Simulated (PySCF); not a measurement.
# C4H11NSi: what the fields show

```yaml
atoms:
  - { symbol: C, position_ang: [2.3770, -0.2514, 0.2217] }
  - { symbol: C, position_ang: [1.0968, 0.3943, 0.7277] }
  - { symbol: C, position_ang: [0.0984, -0.6129, 1.3188] }
  - { symbol: Si, position_ang: [-0.9929, -0.3300, -0.2243] }
  - { symbol: C, position_ang: [-2.7469, 0.3620, -0.0733] }
  - { symbol: N, position_ang: [0.2305, 0.8743, -0.3438] }
  - { symbol: H, position_ang: [2.1314, -1.0662, -0.4558] }
  - { symbol: H, position_ang: [2.9588, -0.6430, 1.0528] }
  - { symbol: H, position_ang: [2.9859, 0.4755, -0.3131] }
  - { symbol: H, position_ang: [1.3515, 1.2140, 1.4119] }
  - { symbol: H, position_ang: [-0.3161, -0.2845, 2.2667] }
  - { symbol: H, position_ang: [0.5204, -1.6031, 1.4542] }
  - { symbol: H, position_ang: [-0.9837, -1.4610, -1.1714] }
  - { symbol: H, position_ang: [-3.0759, 0.7669, -1.0243] }
  - { symbol: H, position_ang: [-3.4448, -0.4193, 0.2072] }
  - { symbol: H, position_ang: [-2.8111, 1.1534, 0.6662] }
  - { symbol: H, position_ang: [0.6137, 1.4429, -1.0815] }
```

Geometry: GFN2-xTB.

Level of theory: PySCF 2.14.0, B3LYP/def2-SVPD, SCF density, gas phase.

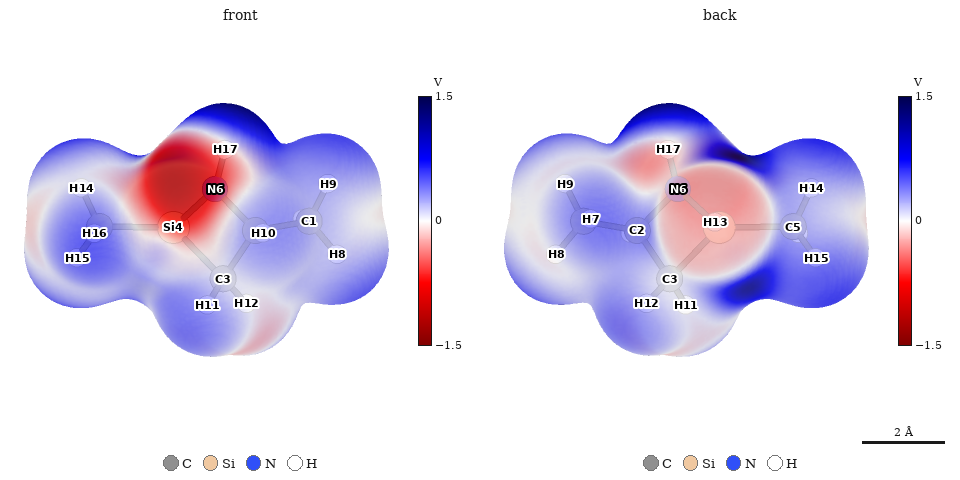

Figure 1. The molecular electrostatic potential painted on the density surface at 0.002 e/bohr³, seen from the front and from behind; red is negative and blue positive.

**Describe the electrostatic potential map.**

The most negative region (about −1.1 V) lies over N6, the most positive (about +1.3 V) over Si4 and H17. N6 is the likeliest acceptor of a hydrogen bond.

**What dipole moment does the calculation give?**

Its dipole moment is 0.29 D.

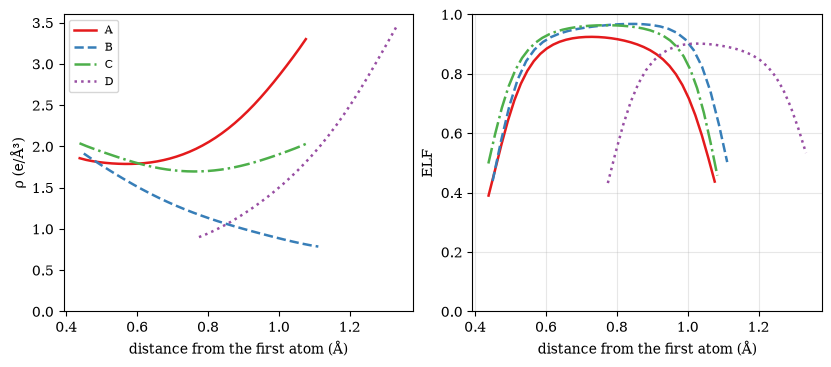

Figure 2. Electron density and ELF along straight lines between neighbouring atoms. The curves leave out the atomic cores.

**Which curve belongs to which contact (C–C, C–N, C–Si and Si–N)? The first atom named is at distance zero.**

Curve A: C–N (1.46 Å): the density is about 1.9 e/Å³ at the midpoint; the ELF peaks at about 0.90 between the atoms, as expected for localised, covalent bonding. Curve B: C–Si (1.89 Å): ρ at the midpoint is about 0.95 e/Å³; the ELF peaks at about 0.95 between the atoms, as expected for a covalent bond. Curve C: C–C (1.52 Å): the density is about 1.7 e/Å³ at the midpoint; the ELF peaks at about 0.95 between the atoms (localised, covalent bonding). Curve D: Si–N (1.72 Å): ρ at the midpoint is about 1.1 e/Å³; the ELF peaks at about 0.90 between the atoms; a shared but strongly polarised pair.
